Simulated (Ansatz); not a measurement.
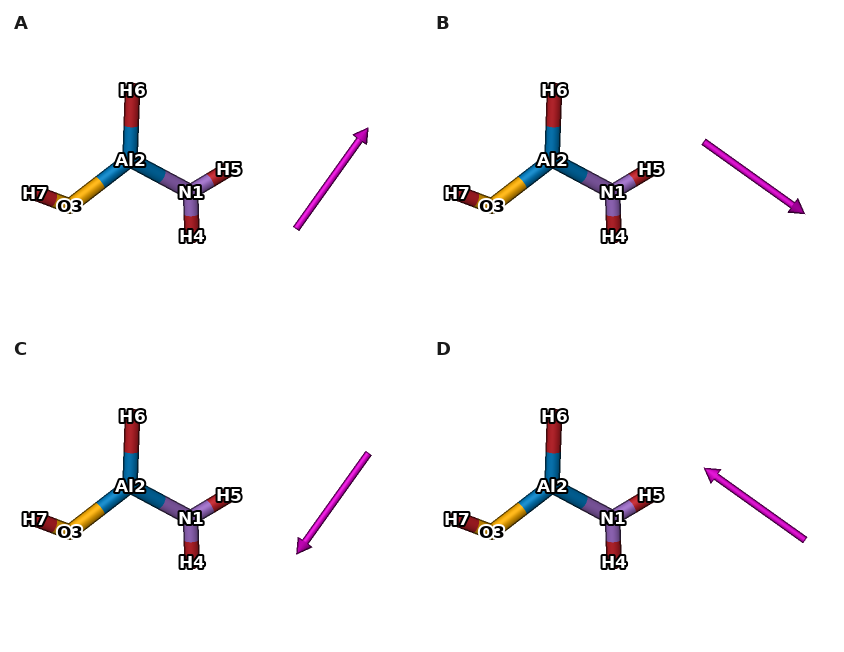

The same molecule four times, each with an arrow. The computed structure is the end point of a PBE0-D4/def2-TZVP optimisation. No frequency run is at hand to confirm it as a minimum. Level of theory: RKS PBE0-D4/def2-TZVP (Ansatz 0.2.0).

Question: Which arrow points along the dipole moment, from the negative to the positive end?

Answer: A. The dipole moment is 0.44 D; it points from the side of H7 to the side of H5, H6 (the outermost atoms at the two ends).
